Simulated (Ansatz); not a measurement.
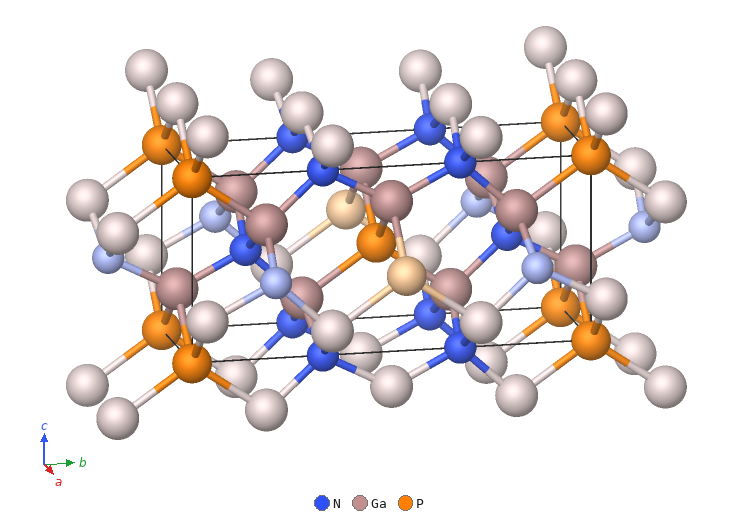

The crystal in a ball-and-stick representation, seen slightly off an axis. Thin lines show the conventional unit cell, with boundary atoms drawn in all their periodic places. Periodic images bonded to atoms of the box are shown as well, in fainter colours.

Ga₃PN₂, space group Imm2 (No. 44), a = 3.402 Å, b = 10.249 Å, c = 4.789 Å, α = 90.00°, β = 90.00°, γ = 90.00°. The structure was taken from a structure type filled with these elements by a generator (whether the compound takes this form wasn't checked). Earlier steps of the study, as a rule a relaxation of our own, may have changed the cell and positions, so they can lie some per cent off the listed ones. A calculation with Ansatz used it as input.

This one geometry was computed with Ansatz (DFT, plane waves, PAW) at five levels of theory: r2SCAN, PBE, PBE0, PBE with spin-orbit coupling and HSE06. It was relaxed beforehand with r2SCAN.

Question: Which level gives the highest pressure at this volume, and what does that say about its equilibrium volume?

Answer: Highest: PBE (4.4 GPa) and PBE with spin-orbit coupling (4.4 GPa), which points to the largest equilibrium volume. Lowest, with the smallest volume: r2SCAN (0.0 GPa), PBE0 (0.0 GPa) and HSE06 (0.2 GPa). Levels within 0.5 GPa of each other can't be told apart.

Question: How does the band gap change with the level of theory?

Answer: PBE: a gap of 0.15 eV, indirect; PBE with spin-orbit coupling: a gap of 0.16 eV, indirect; r2SCAN: a gap of 0.50 eV, indirect; HSE06: a gap of 1.04 eV, indirect; PBE0: a gap of 1.70 eV, indirect.

Question: Collect the results in a table.

Answer:
| level | cutoff (eV) | k-mesh of the run's cell | gap (eV) | pressure (GPa) |
| --- | --- | --- | --- | --- |
| r2SCAN | 500 | 10×10×10 | 0.50 | 0.0 |
| PBE | 420 | 10×10×10 | 0.15 | 4.4 |
| PBE0 | 420 | 6×6×6 | 1.70 | 0.0 |
| PBE with spin-orbit coupling | 420 | 10×10×10 | 0.16 | 4.4 |
| HSE06 | 420 | 6×6×6 | 1.04 | 0.2 |

Gaps are taken on the k-mesh or band path of each run.
